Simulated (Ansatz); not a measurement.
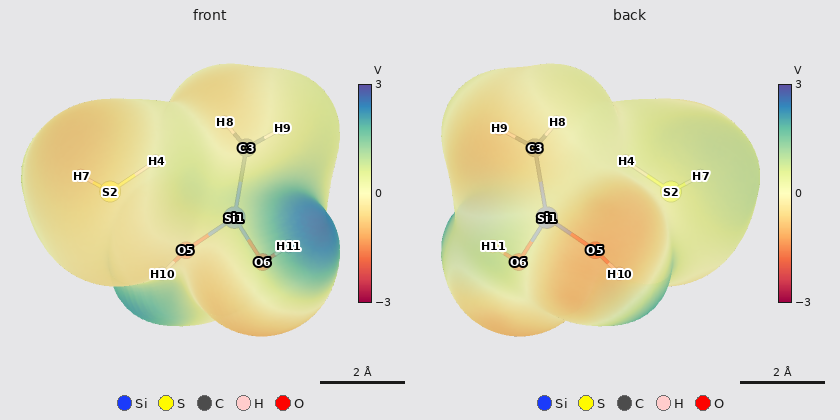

CH₄O₂Si···H₂S. The electrostatic potential painted on the density surface at 0.001 e/bohr³, seen from the front and from behind; red is negative and blue positive.

All numbers below come from RKS B3LYP-D4/6-31G* in Ansatz.

Input

```
crystal:
  periodic: [false, false, false]
  atoms:
    - { symbol: Si, position_ang: [-0.843711, -0.474523, 0.011441] }
    - { symbol: S, position_ang: [1.735553, 1.752588, 0.621788] }
    - { symbol: C, position_ang: [0.321538, -1.230078, -0.969081] }
    - { symbol: H, position_ang: [1.559434, 0.54825, -0.000567] }
    - { symbol: O, position_ang: [-1.659666, 0.882603, -0.406435] }
    - { symbol: O, position_ang: [-1.183101, -0.80404, 1.586926] }
    - { symbol: H, position_ang: [1.410145, 2.45694, -0.486669] }
    - { symbol: H, position_ang: [0.462677, -0.905745, -1.994817] }
    - { symbol: H, position_ang: [0.7474, -2.192352, -0.709429] }
    - { symbol: H, position_ang: [-1.907484, 1.453743, 0.337384] }
    - { symbol: H, position_ang: [-0.642883, -1.487486, 2.009459] }
basis:
  gaussian: { orbitals: "6-31G*" }
hamiltonian:
  xc: b3lyp
  dispersion: d4
relax:
  f_tol: 0.03
  max_steps: 50
output:
  orbitals: {}
```

Run with:

```sh
ansatz run input.yaml --threads 2 --pin off --max-ram 3072MiB --backend cpu --events-out ev --progress --plain --runs-dir out
```

The fields are those of the run's last geometry, not of the input's.

> Which sites attract a positive test charge, and which a negative one?

A positive charge is drawn to the negative regions and a negative charge to the positive ones. The most negative region (about −1.1 V, or −25 kcal/mol for a unit charge) lies over O5, the most positive (about +2.5 V, or +58 kcal/mol for a unit charge) over H11. O5 is the likeliest acceptor of a hydrogen bond.
